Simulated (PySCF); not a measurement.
Input file:

```
{"job": {"kind": "epr", "basis": "pcH-1"}, "charge": 0, "multiplicity": 2}
C     -3.252860     0.239204    -0.320868
C     -1.869428    -0.384320    -0.429873
C     -0.966791     0.056262     0.746324
C      0.361145    -0.563903     0.653120
C      1.503287     0.187611     0.242185
O      1.519977     1.380129    -0.013555
O      2.617143    -0.591764     0.156697
C      3.790652     0.073283    -0.269820
H     -3.754959    -0.092247     0.585573
H     -3.182453     1.324148    -0.299794
H     -3.860816    -0.048713    -1.175768
H     -1.950395    -1.472892    -0.432273
H     -1.395838    -0.075595    -1.362683
H     -0.859423     1.141818     0.724842
H     -1.461882    -0.247891     1.673434
H      0.484733    -1.622322     0.813822
H      3.998912     0.932086     0.372899
H      3.673824     0.429547    -1.296592
H      4.595367    -0.655188    -0.210325
```

Launched as:

```sh
OMP_NUM_THREADS=1 python probes_run.py task.json out
```

Geometry: GFN2-xTB.

These are results of PySCF, UKS B3LYP, pcH-1 on C H O, non-relativistic, mean-field spin-orbit, GIAO, not measurements.

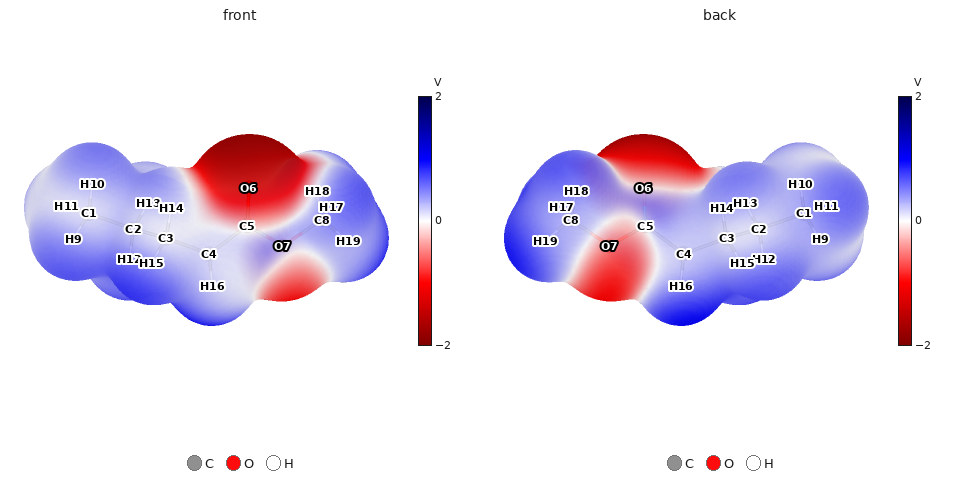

C$_{6}$H$_{11}$O$_{2}$ (SMILES CCC[CH]C(=O)OC) (doublet). The electrostatic potential painted on the density surface at 0.002 e/bohr³, seen from the front and from behind; red is negative and blue positive.

> Which sites attract a positive test charge, and which a negative one?

A positive charge is drawn to the negative regions and a negative charge to the positive ones. The most negative region (about −1.8 V) lies over O6, the most positive (about +1.0 V) over H16. O6 is the likeliest acceptor of a hydrogen bond.
